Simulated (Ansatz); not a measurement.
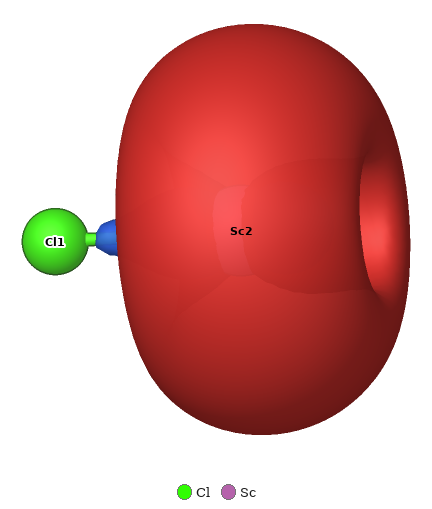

*ScCl (SMILES [Cl][Sc]). One frontier orbital at ±0.08 Å⁻³ᐟ² (blue and red are the two phases), seen from one side.*

Geometry: PBE0-D4/def2-TZVP.

Method: RKS PBE0-D4/def2-TZVPP in Ansatz.

```xyz
2

Cl    0.9449   -0.3162    0.4841
Sc   -0.9449    0.3162   -0.4841
```

### Which orbital is it: HOMO or LUMO?

The HOMO, at −4.97 eV. By Hirshfeld shares it lies mainly on Sc2 (about 95 %); it is of σ type.
